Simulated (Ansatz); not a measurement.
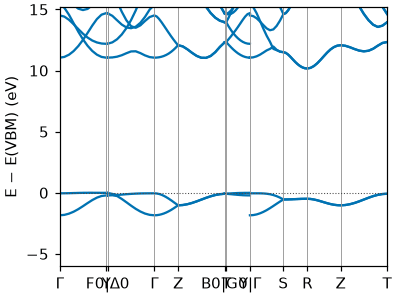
Band structure from plane-wave PAW r²SCAN+D4 (Ansatz code)

### Question
Read off the gap and where the band edges lie.

### Answer
About 10.2 eV (10.17 eV by a search for the band edges); maximum on the Γ–Y line, 65 % of the way from Γ, minimum at R.

The material is H in space group Cmce (No. 64; H on 8f).

The workflow started from a Materials Project entry (that database holds measured and hypothetical structures alike); the Crystallography Open Database copy checked does not list it. It is not the usual solid phase (space group No. 194). The r²SCAN+D4 relaxation kept the symmetry of its start; whether a distortion lowers the energy is not shown. The substance is a gas or liquid at ambient conditions.

Potentials: the earlier of the program's two PAW sets.
